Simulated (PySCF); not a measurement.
Input file:

```
{"job": {"kind": "epr"}, "charge": 0, "multiplicity": 2}
O      0.135211    -0.010405     1.482145
Si    -1.162607    -1.048212     1.383285
O     -1.934524    -0.740961    -0.056967
Si    -1.622430     0.309364    -1.308201
O     -0.252970     1.165344    -0.906542
Si     0.852208     0.949978     0.323107
Si     2.681861    -0.212456    -0.532069
H     -2.084473    -0.779993     2.515851
H     -0.684494    -2.455564     1.391974
H     -1.384143    -0.466916    -2.553044
H     -2.757425     1.253531    -1.466549
H      1.151742     2.277684     0.925220
H      3.394295     0.441099    -1.672884
H      3.661267    -0.697246     0.488967
```

Run with:

```sh
OMP_NUM_THREADS=1 python cluster_run.py task.json out
```

Geometry: PBE0-D3(BJ)/def2-SVP.

All numbers below come from UKS B3LYP, IGLO-III on O Si, pcH-1 on H, non-relativistic, mean-field spin-orbit, GIAO in PySCF 2.14.0, density-fitted response routines.

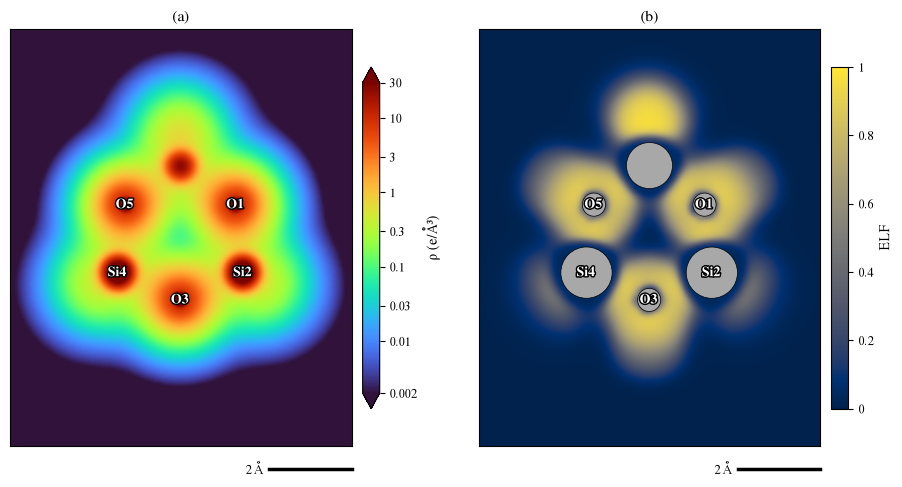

H$_{7}$O$_{3}$Si$_{4}$ (SMILES [SiH2][SiH]1O[SiH2]O[SiH2]O1) (doublet). (a) total electron density; (b) ELF on the plane of atoms O1, Si2 and O3. Grey discs cover the atomic cores in the ELF map.

Question: What do the fields say about this system?

Answer: The section cuts through O and Si sites.
Si–O (1.66 Å): ρ at the midpoint is about 1.1 e/Å³; the ELF peaks at about 0.85 between the atoms; a polar covalent bond.
The ELF also peaks beside O3, O5 and O1, away from the bonds: non-bonding electrons, paired or unpaired.
